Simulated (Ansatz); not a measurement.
## How BP (F-43m) expands on warming

How much does BP expand with temperature?

Measurements to reproduce:
- volume expansion coefficient 9.6 1e-6/K near room temperature (given in “Thermal expansion coefficients of high thermal conducting BAs and BP materials (three times its linear coefficient)”, 2019, arxiv:1906.04101)

Calculated with Ansatz 0.2.0; DFT LDA, scalar-relativistic, plane waves, PAW.

**1. The structure**

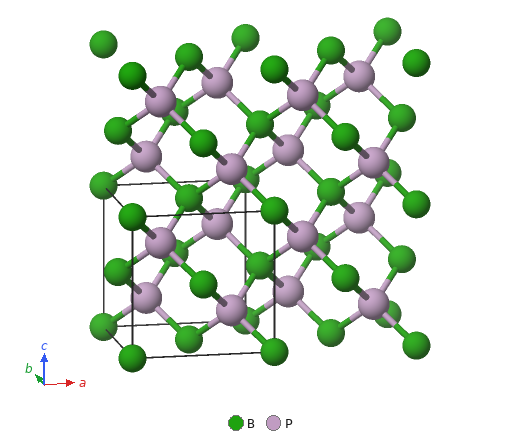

The starting structure, seen slightly off an axis (boron green, phosphorus pink). 2×1×2 cells are drawn. This picture shows the conventional cell, with its axes. Bonds to atoms that aren't drawn are left out. Some periodic images of atoms are drawn too.

**2. A first coarse run**

A cheap single point shows whether the cell is a metal or an insulator and how far it is from rest; that sets the k-mesh and the occupations of what follows.

The input, input.yaml:

```yaml
crystal:
  lattice:
    - [0.0, 2.269, 2.269]
    - [2.269, 0.0, 2.269]
    - [2.269, 2.269, 0.0]
  atoms:
    - { symbol: B, position: [0.0, 0.0, 0.0] }
    - { symbol: P, position: [0.25, 0.25, 0.25] }
kpoints:
  mp_grid: { grid: [6, 6, 6] }
hamiltonian:
  xc: lda
scf:
  occupations: { method: gaussian, width: 0.1 }
output:
  forces: true
  stress: true
  eigenvalues: true
```

The run is started by

```sh
> ansatz run input.yaml --threads 4 --pin off --max-ram 8192MiB --backend cpu --events-out ev --progress --plain --runs-dir out
```

Numbers of over 12 decimals in the logs are rounded to 6 here.

The program printed:

```text
Engine: ansatz 0.2.0, aarch64-unknown-linux-gnu
Pseudopotentials: kind: paw
Pseudopotential: B, paw, valence charge 3, recommended cutoff 420 eV (normal), B.paw.azcp
Pseudopotential: P, paw, valence charge 5, recommended cutoff 420 eV (normal), P.paw.azcp
Functional definition: SPW92
  exchange = slater_x
  correlation = pw_c
Crystal: 2 atoms, lattice volume = 23.363 Å³
Basis set: ecut = 420 eV, 459 PW (Γ)
Bands: 8, of which v1, the nominal top of the filled ones, is band 4 counted from 1 (3 counted from 0)
Symmetry: 24 space group operations
Space group: F-43m (ITA 216), of the structure as read, at distance tolerance 2.9e-5 Å
k-points: 16 of 216 (time reversal used)
Non-local potential: B, projectors of the file, l = 0: 2, l = 1: 2, l = 2: 1
Non-local potential: P, projectors of the file, l = 0: 2, l = 1: 2, l = 2: 2
PAW form: soft (Blöchl's): semilocal exchange-correlation on the pseudo side does not see the compensation charge
PAW frozen core: B, regenerated for the run's functional, and the local potential with it (the file was generated under x = pbe(κ = 0.804, μ = 0.219515), c = pbe(β = 0.066725))
PAW frozen core: P, regenerated for the run's functional, and the local potential with it (the file was generated under x = pbe(κ = 0.804, μ = 0.219515), c = pbe(β = 0.066725))
PAW one-centre angular grid: B, 110 points (default); XC on 64 Gauss nodes
PAW one-centre angular grid: P, 110 points (default); XC on 64 Gauss nodes
Initial density: superposition of atomic densities (neutral atoms: chi_scale 0, normalization atom), corrected by the library's trained network
Initial wavefunctions: pseudopotential atomic-orbital guess
Functional: x = slater, c = lda
SCF iter   1: F=—  HF=-876.609455 eV  |F-HF|=—  |Δ(HF+E_count)|=         —  Δρ=5.20e-3  dr2=5.15e-3  ethr=1.77e-3  ⟨swp⟩=6.1  Hψ=1147  notcnv=0
preconditioner: auto → none  [insulator: Δε(μ)=1.293 eV  Ē_g=12.703 eV  σ=0.100 eV  W_gap=1.00  n_scr=0 (ndim 8)  ℏωp=21.7 eV  f_vac=0.000  D(μ)=0.00/eV (n_scr^D=0)  ε∞_Penn≈3.9]
SCF iter   2: F=—  HF=-876.608429 eV  |F-HF|=—  |Δ(HF+E_count)|=   1.03e-3  Δρ=2.38e-3  dr2=9.08e-4  ethr=6.44e-5  ⟨swp⟩=1.9  Hψ=301  notcnv=0
SCF iter   3: F=—  HF=-876.608201 eV  |F-HF|=—  |Δ(HF+E_count)|=   2.29e-4  Δρ=1.09e-3  dr2=1.27e-4  ethr=1.13e-5  ⟨swp⟩=2.1  Hψ=183  notcnv=0
SCF iter   4: F=—  HF=-876.608181 eV  |F-HF|=—  |Δ(HF+E_count)|=   1.99e-5  Δρ=2.25e-4  dr2=8.62e-6  ethr=1.59e-6  ⟨swp⟩=1.1  Hψ=133  notcnv=0
SCF iter   5: F=—  HF=-876.608180 eV  |F-HF|=—  |Δ(HF+E_count)|=   9.89e-7  Δρ=2.32e-5  dr2=1.37e-7  ethr=1.08e-7  ⟨swp⟩=2.1  Hψ=189  notcnv=0
SCF iter   6: F=-876.608180 eV  HF=-876.608180 eV  |F-HF|=2.21e-10  |Δ(HF+E_count)|=   3.33e-8  Δρ=1.58e-6  dr2=4.34e-10  ethr=1.25e-9  ⟨swp⟩=5.9  Hψ=672  notcnv=0
SCF 1 converged in 6 iterations: F = -876.608180 eV  dr2 = 4.34e-10
  greatest PAW one-centre occupation: 0.770 electrons in one spin orbital (limit 2), on the P atom at site 1 (counted from 0), in its partial waves of l = 0
SCF converged after 6 iterations
Free energy (F): -876.608180 eV
Harris-Foulkes:  -876.608180 eV  (|F-HF|=2.21e-10)
Internal energy: -876.608180 eV  (E = F + TS)
E sigma→0 (E₀):  -876.608180 eV
Fermi energy:    9.710474 eV
--- Per-component energies (eV) ---
  E_band       = 20.796327
  E_kinetic    = 122.135152
  E_local      = -70.189103  (includes V_loc(G=0)·N_el)
  E_nonlocal   = 46.860858
  E_hartree    = 17.003954
  E_xc         = -94.421369
  E_vxc        = -100.573408  (∫ρ·V_xc dr)
  E_paw        = -612.669339  (= ΣΔE_a)
  E_vpaw       = -11.445070  (= ΣTr[D̂ρ^β])
  E_aug_tail   = -0.000000  (compensation charges beyond the density's cutoff)
  E_ewald      = -285.491518
  E_core_change = 0.163186  (= ΣΔE_core)
  E_smearing   = -0.000000  (= −TS)
  E_closure    = -0.000000  (closes the sum)
  Σ components = -876.608180   (vs F -876.608180, Δ=0.00e0)
--- Forces (eV/Å), atoms counted from 1 ---
  atom   1  B      0.00000000    -0.00000000     0.00000000
  atom   2  P     -0.00000000     0.00000000    -0.00000000
  max |Σ_I F_I| component: 4.81e-16 eV/Å
--- Stress (GPa, compression-positive) ---
       -5.108033       0.000000       0.000000
        0.000000      -5.108033       0.000000
        0.000000       0.000000      -5.108033
  P = ⅓ Tr σ = -5.1080 GPa (-51.080 kbar)
--- Band table (eV; the first three rows and the last of 16) ---
  k-point 0: bands = ["-6.3364", "9.0617", "9.0617", "9.0617", "12.4351", "12.4351", "12.4351", "16.4115"]
  k-point 1: bands = ["-5.8395", "6.2423", "8.3998", "8.3998", "13.0387", "13.3316", "13.3316", "17.6557"]
  k-point 2: bands = ["-4.4232", "2.3567", "7.6008", "7.6008", "12.9314", "13.8740", "13.8740", "18.9818"]
  k-point 15: bands = ["-1.3064", "0.9470", "3.7549", "3.8689", "12.8327", "13.4082", "18.1014", "18.7152"]
```

The job ended after 0.42 s (4 threads of Arm Neoverse N1, shared host; peak memory 0.24 GiB; 1 s of CPU time).

A gap read on the k-mesh alone can miss the band edges.

Numbers from this step:

* pressure: -5.108 GPa
* gap on the k-mesh: 1.298 eV
* volume per atom: 11.68 Å³

The start is under -5.1 GPa at this level and looks like an insulator or semiconductor on this mesh.

**3. Finding the static equilibrium**

The vibrations must be taken about the equilibrium of this functional, not about the starting cell, so the structure is relaxed.

input.yaml, the sections that differ from step 2:

```yaml
kpoints:
  mp_grid: { grid: [10, 10, 10] }
scf:
  occupations: { method: gaussian, width: 0.02 }
output:
  forces: true
  stress: true
  eigenvalues: true
  write_density: true
  write_potential: true
  elf: true
  volumetric_format: npy
relax:
  adjacent_minimum: "off"
  f_tol: 0.005
  max_steps: 80
  cell: { stress_tol: 0.05 }
# crystal, hamiltonian: as in step 2
```

The program printed:

```text
[...]
Crystal: 2 atoms, lattice volume = 23.363 Å³
Basis set: ecut = 420 eV, 459 PW (Γ)
Bands: 8, of which v1, the nominal top of the filled ones, is band 4 counted from 1 (3 counted from 0)
Symmetry: 24 space group operations
[...]
k-points: 47 of 1000 (time reversal used)
[...]
SCF iter   1: F=—  HF=-876.626741 eV  |F-HF|=—  |Δ(HF+E_count)|=         —  Δρ=5.33e-3  dr2=5.44e-3  ethr=1.77e-3  ⟨swp⟩=6.2  Hψ=3527  notcnv=0
[...]
SCF iter   6: F=-876.625534 eV  HF=-876.625534 eV  |F-HF|=5.36e-10  |Δ(HF+E_count)|=   6.76e-8  Δρ=2.58e-6  dr2=1.17e-9  ethr=1.25e-9  ⟨swp⟩=9.4  Hψ=2669  notcnv=0
SCF 1 converged in 6 iterations: F = -876.625534 eV  dr2 = 1.17e-9
[...]
relax step   1: F+E_penalty+E_count = -876.62553353 eV  Δ(F+E_penalty+E_count) = +0.000e0 eV  max|allowed force component| = 4.071e-16 eV/Å  Δτ_max = 0.0000 Å  P = -5.226 GPa  Ω = 23.363 Å³  (6 SCF iters, dr2 threshold 1.00e-7 eV, accepted)
Crystal: 2 atoms, lattice volume = 22.957 Å³
[...]
iter 1 solved again at ethr=3.88e-5 eV; its pass at ethr=3.10e-3 eV (dr2=3.11e-3 eV) is discarded
[...]
SCF iter   5: F=-876.635652 eV  HF=-876.635652 eV  |F-HF|=5.23e-12  |Δ(HF+E_count)|=   3.16e-8  Δρ=1.40e-6  dr2=1.76e-10  ethr=2.50e-9  ⟨swp⟩=9.4  Hψ=2602  notcnv=0
SCF 2 converged in 5 iterations: F = -876.635652 eV  dr2 = 1.76e-10
[...]
relax step   2: F+E_penalty+E_count = -876.63565237 eV  Δ(F+E_penalty+E_count) = -1.012e-2 eV  max|allowed force component| = 1.388e-16 eV/Å  Δτ_max = 0.0000 Å  P = -2.379 GPa  Ω = 22.957 Å³  energy of the carried Pulay correction = +4.209e-4 eV  (5 SCF iters, dr2 threshold 2.00e-7 eV, accepted)
Crystal: 2 atoms, lattice volume = 22.628 Å³
[...]
SCF iter   4: F=-876.638358 eV  HF=-876.638358 eV  |F-HF|=2.51e-8  |Δ(HF+E_count)|=   3.26e-6  Δρ=3.96e-5  dr2=1.82e-7  ethr=2.50e-9  ⟨swp⟩=8.5  Hψ=2963  notcnv=0
SCF 3 converged in 4 iterations: F = -876.638358 eV  dr2 = 1.82e-7
[...]
relax step   3: F+E_penalty+E_count = -876.63835770 eV  Δ(F+E_penalty+E_count) = -2.705e-3 eV  max|allowed force component| = 4.626e-17 eV/Å  Δτ_max = 0.0000 Å  P = +0.108 GPa  Ω = 22.628 Å³  energy of the carried Pulay correction = +7.669e-4 eV  (4 SCF iters, dr2 threshold 2.00e-7 eV, accepted)
[...]
relax step   4: F+E_penalty+E_count = -876.63834777 eV  Δ(F+E_penalty+E_count) = +9.922e-6 eV  max|allowed force component| = 1.110e-16 eV/Å  Δτ_max = 0.0000 Å  P = +0.001 GPa  Ω = 22.642 Å³  energy of the carried Pulay correction = +7.523e-4 eV  (3 SCF iters, dr2 threshold 2.94e-8 eV, accepted)
[...]
SCF iter   1: F=—  HF=-876.637669 eV  |F-HF|=—  |Δ(HF+E_count)|=         —  Δρ=6.97e-5  dr2=1.31e-7  ethr=1.67e-6  ⟨swp⟩=2.2  Hψ=4512  notcnv=0
eigensolver tolerance schedule: the retry pair's looser diagonalisation over-reported the residual by 1017.11 of it (diagonalisation noise at 1.21 of the residual, at the tolerance the schedule requests for it); recorded, not acted on — ethr = c·dr2/N_el stays at c = 1.0e-1
[...]
SCF iter   2: F=—  HF=-876.637671 eV  |F-HF|=—  |Δ(HF+E_count)|=   1.58e-6  Δρ=3.52e-5  dr2=3.16e-8  ethr=1.64e-9  ⟨swp⟩=2.1  Hψ=589  notcnv=0
[...]
SCF iter   5: F=-876.637671 eV  HF=-876.637671 eV  |F-HF|=3.18e-12  |Δ(HF+E_count)|=  1.66e-11  Δρ=1.32e-7  dr2=4.44e-12  ethr=1.00e-12  ⟨swp⟩=6.8  Hψ=2005  notcnv=0
SCF 5 converged in 5 iterations: F = -876.637671 eV  dr2 = 4.44e-12
relax step   5: F+E_penalty+E_count = -876.63767114 eV  Δ(F+E_penalty+E_count) = +6.766e-4 eV  max|allowed force component| = 1.110e-16 eV/Å  Δτ_max = 0.0000 Å  P = -0.038 GPa  Ω = 22.642 Å³  stress off target by 3.76e-2 GPa  SCF on the basis re-selected at this cell (its energy is not comparable with the rows above)  (5 SCF iters)
basis re-selected at this cell: Δ(F+E_penalty+E_count) = +6.766e-4 eV, ΔP = -0.039 GPa vs the last step (what re-selecting the basis moved, of the pressure what is left beyond the Pulay correction that the steps carried, after the strain that the cell walked since its last selection, with what the two solves' SCF thresholds leave and, on support functions, any second-order correction that the steps lacked; it is no m [...]
SCF converged after 5 iterations
Free energy (F): -876.637671 eV
[...]
Internal energy: -876.637671 eV  (E = F + TS)
E sigma→0 (E₀):  -876.637671 eV
Fermi energy:    10.061154 eV
[...]
--- Stress (GPa, compression-positive) ---
       -0.037579      -0.000000      -0.000000
       -0.000000      -0.037579       0.000000
        0.000000       0.000000      -0.037579
  P = ⅓ Tr σ = -0.0376 GPa (-0.376 kbar)
--- Band table (eV; the first three rows and the last of 47) ---
[...]
--- Relaxed structure (4 steps of the walk, 4 accepted, 1 SCFs on fresh bases) ---
  F+E_penalty+E_count = -876.63767114 eV   max|allowed force component| = 1.110e-16 eV/Å   (the final SCF, on the basis selected at the relaxed cell)
  cell:  # Å, volume = 22.6417 Å³
    - [0, 2.245397, 2.245397]
    - [2.245397, 0, 2.245397]
    - [2.245397, 2.245397, 0]
  atoms:
    - { symbol: B, position: [0, 0, 0] }
    - { symbol: P, position: [0.25, 0.25, 0.25] }
```

Wall time 3.5 s (4 threads); peak memory 0.29 GiB.

The steps of the relaxation:

```tsv
step	energy less that of the first step (eV)	largest force component (eV/Å)	pressure (GPa)	volume (Å³)
1	0.0000	0.0000	-5.23	23.36
2	-0.0101	0.0000	-2.38	22.96
3	-0.0128	0.0000	0.11	22.63
4	-0.0128	0.0000	0.00	22.64
5*	-0.0121	0.0000	-0.04	22.64
```

Relaxation steps marked * repeat the geometry before them on a plane-wave basis chosen anew for their cell, so energy and pressure can jump there.

Forces are held to the 24 operations that the run works with; a distortion that breaks them can't arise in this run.

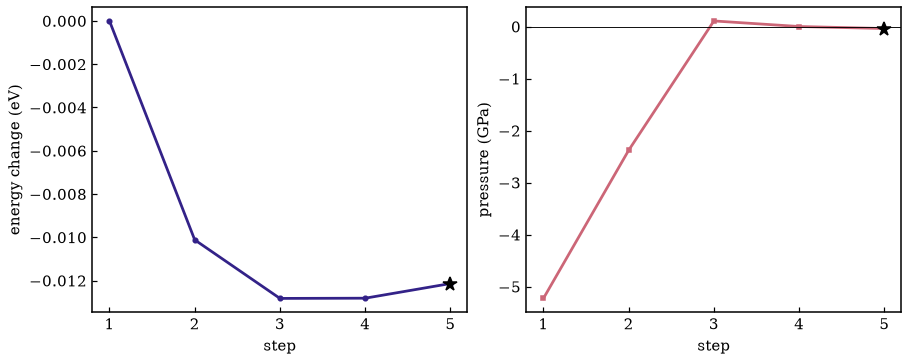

Energy and pressure along the relaxation. Stars mark steps on a basis chosen anew.

```tsv
conventional cell, symmetrised	before	after	change
a (Å)	4.538	4.491	-1.0 %
b (Å)	4.538	4.491	-1.0 %
c (Å)	4.538	4.491	-1.0 %
volume (Å³/atom)	11.68	11.32	-3.1 %
```

The relaxed structure:

```xyz
2
Lattice="0.0000 2.2454 2.2454 2.2454 0.0000 2.2454 2.2454 2.2454 0.0000" Properties=species:S:1:pos:R:3 pbc="T T T"
B     0.0000    0.0000    0.0000
P     1.1227    1.1227    1.1227
```

Numbers from this step:

```
pressure          : -0.03758 GPa
gap on the k-mesh : 1.151 eV
volume per atom   : 11.32 Å³
```

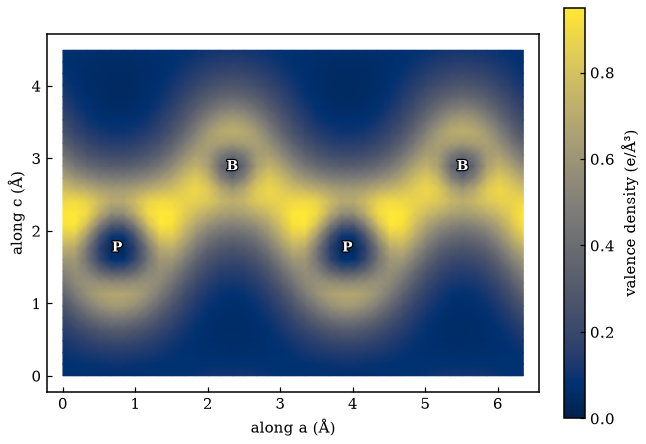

Valence density in the ac plane of a cell with a along [110], b along [-110] and c along [001] of the cube at fractional y = 0.000, with atoms of B and P within 0.2 Å of it. It is the smooth field of the valence electrons, not physical close to the nuclei. The map starts off the cell's origin, so that atoms lie inside it.

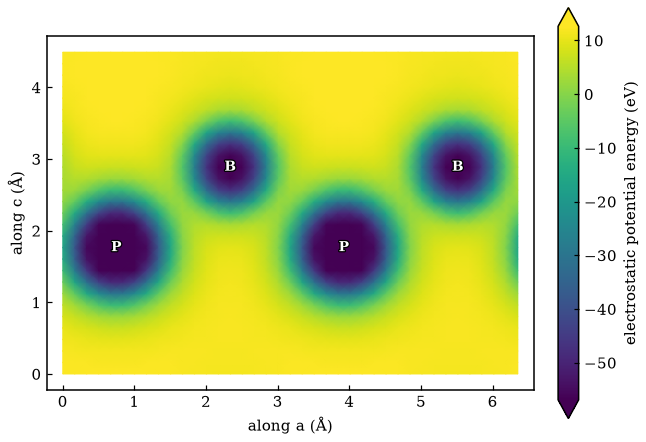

Electrostatic potential energy in the ac plane of a cell with a along [110], b along [-110] and c along [001] of the cube at fractional y = 0.000, with atoms of B and P within 0.2 Å of it. With pseudopotentials it is smooth inside the atoms' cores, unlike the true potential. The map starts off the cell's origin, so that atoms lie inside it.

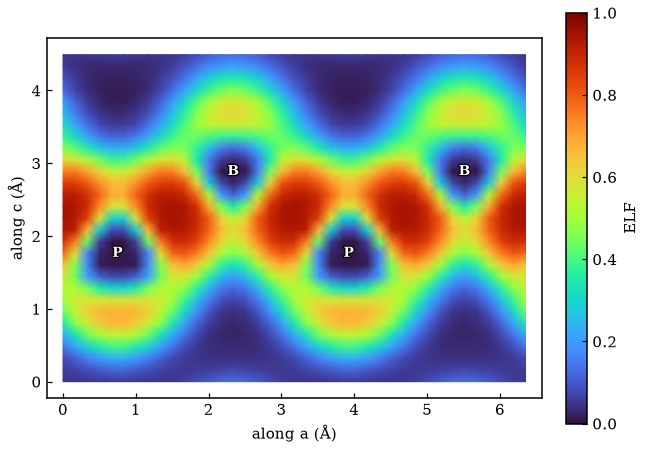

ELF in the ac plane of a cell with a along [110], b along [-110] and c along [001] of the cube at fractional y = 0.000, with atoms of B and P within 0.2 Å of it. It is the smooth field of the valence electrons, not physical close to the nuclei. The map starts off the cell's origin, so that atoms lie inside it.

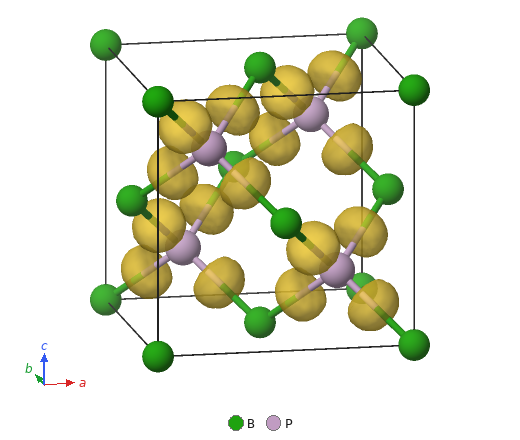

Surface of ELF = 0.85. Bonds to atoms that aren't drawn are left out.

The relaxation ends with a pressure of -0.04 GPa.

**4. Relaxing to small residual forces and stress**

The relaxation is repeated with tighter thresholds on force and stress, since phonons are sensitive to what is left; a change of mesh or smearing in the input moves the cell too.

The input, input.yaml:

```yaml
crystal:
  lattice:
    - [0.0, 2.2453968284, 2.2453968284]
    - [2.2453968284, 0.0, 2.2453968284]
    - [2.2453968284, 2.2453968284, 0.0]
  atoms:
    - { symbol: B, position: [0.0, 0.0, 0.0] }
    - { symbol: P, position: [0.25, 0.25, 0.25] }
kpoints:
  mp_grid: { grid: [12, 12, 12] }
hamiltonian:
  xc: lda
scf:
  occupations: { method: fixed }
output:
  forces: true
  stress: true
  eigenvalues: true
relax:
  adjacent_minimum: "off"
  f_tol: 0.001
  max_steps: 60
  cell: { stress_tol: 0.01 }
```

The program printed:

```text
[...]
Crystal: 2 atoms, lattice volume = 22.642 Å³
Basis set: ecut = 420 eV, 459 PW (Γ)
Bands: 8, of which v1, the nominal top of the filled ones, is band 4 counted from 1 (3 counted from 0)
Symmetry: 24 space group operations
[...]
k-points: 72 of 1728 (time reversal used)
[...]
0.000000       0.000000       0.001498
  P = ⅓ Tr σ = 0.0015 GPa (0.015 kbar)
--- Band table (eV; the first three rows and the last of 72) ---
[...]
--- Relaxed structure (3 steps of the walk, 3 accepted, 1 SCFs on fresh bases) ---
[...]
cell:  # Å, volume = 22.6363 Å³
    - [0, 2.245219, 2.245219]
    - [2.245219, 0, 2.245219]
    - [2.245219, 2.245219, 0]
  atoms:
    - { symbol: B, position: [0, 0, 0] }
    - { symbol: P, position: [0.25, 0.25, 0.25] }
[key lines of the parts left out:]
SCF converged after 5 iterations
Free energy (F): -876.637968 eV
Fermi energy:    9.488889 eV
```

Wall time 3.5 s (4 threads); peak memory 0.29 GiB; 12 s of CPU time.

Little changed from the start: no atom moved by 0.005 Å and no cell edge by 0.1 %.

Numbers from this step:

| Item | Value |
| --- | --- |
| pressure | 0.001498 GPa |
| gap on the k-mesh | 1.145 eV |

The residual pressure is 0.0015 GPa, small enough for phonons.

**5. A new level, relaxed again**

The functional, the potentials or the cutoff change, so the crystal is relaxed again at the new setting.

input.yaml, the sections that differ from step 4:

```yaml
crystal:
  lattice:
    - [0.0, 2.2452187559, 2.2452187559]
    - [2.2452187559, 0.0, 2.2452187559]
    - [2.2452187559, 2.2452187559, 0.0]
  atoms:
    - { symbol: B, position: [0.0, 0.0, 0.0] }
    - { symbol: P, position: [0.25, 0.25, 0.25] }
basis:
  ecutwfc: 550.0
# kpoints, hamiltonian, scf, output, relax: as in step 4
```

The program printed:

```text
[...]
Crystal: 2 atoms, lattice volume = 22.636 Å³
Basis set: ecut = 550 eV, 645 PW (Γ)
Bands: 8, of which v1, the nominal top of the filled ones, is band 4 counted from 1 (3 counted from 0)
Symmetry: 24 space group operations
[...]
k-points: 72 of 1728 (time reversal used)
[...]
-0.000000       0.000000      -0.005139
  P = ⅓ Tr σ = -0.0051 GPa (-0.051 kbar)
--- Band table (eV; the first three rows and the last of 72) ---
[...]
--- Relaxed structure (2 steps of the walk, 2 accepted, 2 SCFs on fresh bases) ---
[...]
cell:  # Å, volume = 22.6356 Å³
    - [0, 2.245193, 2.245193]
    - [2.245193, 0, 2.245193]
    - [2.245193, 2.245193, 0]
  atoms:
    - { symbol: B, position: [0, 0, 0] }
    - { symbol: P, position: [0.25, 0.25, 0.25] }
[key lines of the parts left out:]
SCF converged after 5 iterations
Free energy (F): -876.640512 eV
Fermi energy:    9.489168 eV
```

Run time: 4.3 s. Hardware: 4 threads; peak memory 0.32 GiB.

Little changed from the start: no atom moved by 0.005 Å and no cell edge by 0.1 %.

Numbers from this step:

- pressure: -0.005139 GPa

The residual pressure is -0.0051 GPa, small enough for phonons.

(Part 1 of 3 ends here.)

[Logs are printed without paths, hosts, clocks, repeated set-up lines and the standing remarks that a program may print on its own settings, such as how far it seeks lower states.]

[Hosts, paths, dates, database ids (printed as entryN), source tags and the programs' standing remarks are cut or masked in the printed files.]

[A step with changed settings may run another functional than the one named; its input shows which.]
